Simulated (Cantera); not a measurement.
Input: 1 mol Si2Cl6, 0.55 mol N2, 60 mol H2, 3.8 mol NH3, at 0.133 bar.

Method: chemical equilibrium by Gibbs-energy minimisation in Cantera with the NASA 1993 tables (ideal gas, pure condensed phases). Candidate condensed phases: NH4Cl, Si, Si3N4; 28 gas species. The feed counts by its element totals alone. The tables' values for SiCl, SiCl3 are old estimates; treat these amounts as uncertain. Gases not in the tables: Si2H6 and higher silanes. The numbers say what is thermodynamically allowed, not how fast it happens.

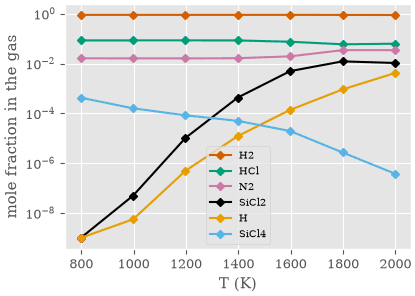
Equilibrium gas composition (values under 1e-9 drawn at 1e-9)

From 798 K to 1598 K the condensed part is Si3N4(s). From 1798 K to 1998 K the condensed part is Si(l). The main Si-bearing gas is SiCl4 at 798 K and SiCl2 at 1998 K. The share of Si in condensed phases is highest at 1198 K (99.6 %) and lowest at 1798 K (55.6 %).
